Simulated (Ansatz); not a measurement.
# AlF3 (SMILES [F][Al]([F])[F]) at 6 levels

We compute a comparison of 6 runs (BLYP/STO-3G, HSE06/STO-3G, revPBE/STO-3G, wB97M-V/STO-3G, wB97X/STO-3G, CCSDTQ/STO-3G) of AlF3. 

Program for the calculation: Ansatz 0.2.0.

38 further runs of the same task are left out: 6 that didn't finish, 32 set aside as unsound or not needed.

## 1. The system as given

AlF3: 4 atoms, total charge 0, spin state singlet. As SMILES, `[F][Al]([F])[F]`. The F3–Al1 distance was set to 2.039 Å, away from the relaxed value.

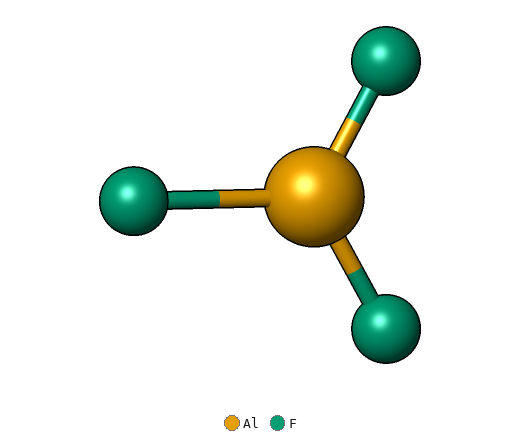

The structure, seen from a chosen angle (aluminium amber, fluorine teal).

## 2. A single-point energy at BLYP/STO-3G (run 1)

Contents of job.yaml:

```yaml
crystal:
  periodic: [false, false, false]
  atoms:
    - {symbol: Al, position_ang: [0.197650, -0.356888, 0.002585]}
    - {symbol: F, position_ang: [1.828690, -0.383688, 0.017335]}
    - {symbol: F, position_ang: [-0.791540, 1.425990, -0.016640]}
    - {symbol: F, position_ang: [-0.641250, -1.755208, 0.008245]}
basis:
  gaussian: {orbitals: STO-3G}
hamiltonian: {xc: {name: BLYP}}
accuracy: high
```

Command:

```sh
$ ansatz run job.yaml --threads 1 --pin off --max-ram 2610MiB --events-out events.jsonl --progress --plain --runs-dir runs
```

What it wrote:

```text
Warning: RAYON_NUM_THREADS=1 ignored (pool sized by the plan → 1); use --threads N
Functional definition: BLYP
  name "BLYP"
  parameter beta = 0.0042
  parameter a = 0.04918
  parameter b = 0.132
  parameter c = 0.2533
  parameter d = 0.349
  exchange = b88_x(beta = beta)
  correlation = lyp_c(a = a, b = b, c = c, d = d)
432 factors; integrals over basis functions are off by at most 4.3e-8 eV
mean field evaluation 1: about -14542.8811 eV, gradient 3.3e1 eV
mean field evaluation 2: about -14459.6105 eV, gradient 1.5e2 eV
mean field evaluation 4: about -14547.3747 eV, gradient 9.9e0 eV
mean field evaluation 8: about -14547.7209 eV, gradient 1.8e-1 eV
mean field evaluation 16: about -14547.7210 eV, gradient 1.2e-6 eV
mean field -14547.72100239 eV, -534.6188860384 hartree, gradient 5.8e-9 eV, S^2 0.000000; 0 other end points of the search recorded, 0 dependent functions left out
reference -14547.72103068 eV, -534.6188870780 hartree; 20, 20 occupied and 4, 4 virtual orbitals, 432 factors
Total energy: -14547.72103068 eV, -534.6188870780 hartree
```

Run time: 1.3 s. Hardware: 1 thread of Arm Neoverse V1, shared host; peak memory 0.099 GiB.

## 3. A single-point energy at HSE06/STO-3G (run 2)

Contents of run.yaml:

```yaml
crystal:
  periodic: [false, false, false]
  atoms:
    - symbol: Al
      position_ang: [0.197650, -0.356888, 0.002585]
    - symbol: F
      position_ang: [1.828690, -0.383688, 0.017335]
    - symbol: F
      position_ang: [-0.791540, 1.425990, -0.016640]
    - symbol: F
      position_ang: [-0.641250, -1.755208, 0.008245]
basis:
  gaussian: {orbitals: STO-3G}
magnetization: {spin_polarized: false, initial_magnetization: 0}
hamiltonian: {xc: {name: HSE06}}
accuracy: high
```

Command:

```sh
$ ansatz run run.yaml --threads 1 --pin off --max-ram 2610MiB --events-out events.jsonl --progress --plain --runs-dir runs
```

What it wrote:

```text
Warning: RAYON_NUM_THREADS=1 ignored (pool sized by the plan → 1); use --threads N
Functional definition: HSE06
  name "HSE06"
  parameter a = 0.25
  parameter omega = 0.11/bohr
  exchange = pbe_x - a*pbe_x_sr(omega) + a*exact_x_sr(omega)
  correlation = pbe_c
432 factors; integrals over basis functions are off by at most 4.3e-8 eV
53 factors; integrals over basis functions are off by at most 8.4e-10 eV
mean field evaluation 1: about -14535.8202 eV, gradient 3.2e1 eV
mean field evaluation 2: about -14506.3446 eV, gradient 1.1e2 eV
mean field evaluation 4: about -14540.4095 eV, gradient 8.6e0 eV
mean field evaluation 8: about -14540.7175 eV, gradient 4.0e-2 eV
mean field evaluation 16: about -14540.7175 eV, gradient 1.9e-7 eV
mean field -14540.71747426 eV, -534.3615111269 hartree, gradient 2.3e-8 eV, S^2 0.000000; 0 other end points of the search recorded, 0 dependent functions left out
reference -14540.71747561 eV, -534.3615111762 hartree; 20, 20 occupied and 4, 4 virtual orbitals, 432 factors
Total energy: -14540.71747561 eV, -534.3615111762 hartree
```

It took 1.6 s on 1 thread of Arm Neoverse V1, shared host; peak memory 0.1 GiB.

Runs 3 to 4 aren't shown in full; the table further down has their settings and results.

## 4. A single-point energy at wB97X/STO-3G (run 5)

Contents of input.yaml:

```yaml
crystal:
  periodic: [false, false, false]
  atoms:
    - {symbol: Al, position_ang: [0.197650, -0.356888, 0.002585]}
    - {symbol: F, position_ang: [1.828690, -0.383688, 0.017335]}
    - {symbol: F, position_ang: [-0.791540, 1.425990, -0.016640]}
    - {symbol: F, position_ang: [-0.641250, -1.755208, 0.008245]}
basis:
  gaussian: {orbitals: STO-3G}
hamiltonian: {xc: {name: wB97X}}
accuracy: high
```

Command:

```sh
$ ansatz run input.yaml --threads 1 --pin off --max-ram 2610MiB --events-out events.jsonl --progress --plain --runs-dir runs
```

What it wrote, cut to the lines that bear on the results:

```text
Warning: RAYON_NUM_THREADS=1 ignored (pool sized by the plan → 1); use --threads N
Functional definition: wB97X
  name "wB97X"
[...]
      + exact_x_lr(omega)
[...]
      + integral(e_c_pw_opposite_spin*poly(b97_u_opposite, 1, cos1, cos2, cos3, cos4))
432 factors; integrals over basis functions are off by at most 4.3e-8 eV
158 factors; integrals over basis functions are off by at most 7.7e-10 eV
[...]
mean field -14549.38603061 eV, -534.6800746967 hartree, gradient 4.2e-8 eV, S^2 0.000000; 0 other end points of the search recorded, 0 dependent functions left out
reference -14549.38602946 eV, -534.6800746546 hartree; 20, 20 occupied and 4, 4 virtual orbitals, 432 factors
Total energy: -14549.38602946 eV, -534.6800746546 hartree
```

It took 6 s on 1 thread of Arm Neoverse V1, shared host; peak memory 0.26 GiB.

## 5. A single-point energy at CCSDTQ/STO-3G (run 6)

Changes to job.yaml since step 2:

```diff
@@ -9,3 +9,4 @@
   gaussian: {orbitals: STO-3G}
-hamiltonian: {xc: {name: BLYP}}
+correlation: {method: ccsdtq, frozen_orbitals: {Al: 5, F: 1}}
 accuracy: high
+scf: {omitted_lower_state_checks: [cluster_reference, increment]}
```

Command:

```sh
$ ansatz run job.yaml --threads 1 --pin off --max-ram 2610MiB --events-out events.jsonl --progress --plain --runs-dir runs
```

What it wrote, cut to the lines that bear on the results:

```text
Warning: RAYON_NUM_THREADS=1 ignored (pool sized by the plan → 1); use --threads N
Functional definition: HF
  name "HF"
[...]
432 factors; integrals over basis functions are off by at most 4.3e-8 eV
[...]
mean field -14508.11794055 eV, -533.1635003598 hartree, gradient 1.5e-8 eV, S^2 0.000000; 0 other end points of the search recorded, 0 dependent functions left out; unrestricted orbitals would lower it
8 core orbitals not correlated: weight in the atoms' cores, before any rotation towards them, 1.000 or more for the frozen orbitals, at most 0.000 for the correlated occupied ones
reference -14508.11794055 eV, -533.1635003598 hartree; 12, 12 occupied and 4, 4 virtual orbitals, 432 factors
second order -2.22621247 eV of doubles, -0.00000000 eV of singles
cycle   1  -2.43661746 eV  change   -2.1e-1 eV  update   1.2e-1
[...]
cycle  34  -3.07626791 eV  change   4.7e-10 eV  update   1.7e-9
Total energy: -14511.19420846 eV, -533.2765511204 hartree
Checks for a lower state left out: cluster_reference, increment
```

It took 23 s on 1 thread of Arm Neoverse V1, shared host; peak memory 0.27 GiB.

## 6. Overview of the runs

| run | level | frozen core orbitals | energy (Eh) | wall time |
| --- | --- | --- | --- | --- |
| 1 | BLYP/STO-3G | – | -534.618887 | 1.3 s |
| 2 | HSE06/STO-3G | – | -534.361511 | 1.6 s |
| 3 | revPBE/STO-3G | – | -534.592439 | 1.3 s |
| 4 | wB97M-V/STO-3G | – | -534.764896 | 23 s |
| 5 | wB97X/STO-3G | – | -534.680075 | 6 s |
| 6 | CCSDTQ/STO-3G | 8 | -533.276551 | 23 s |

## 7. What came out

| quantity | value |
| --- | --- |
| run 6: total energy | -533.27655 Eh |
| run 6: correlation energy (8 core orbitals frozen) | -113.1 mEh |
| run 6: T1 diagnostic | 0.018 |

Totals of different functionals can't be ranked against each other. In run 6 the log says that unrestricted orbitals would lower the reference, so the values rest on an unstable closed-shell determinant (other closed-shell runs at this shape may share the fault). In runs 1, 2, 3, 4, 5, 6 the basis is minimal, so the values are rough. All runs together took 57 s, the longest 23 s.
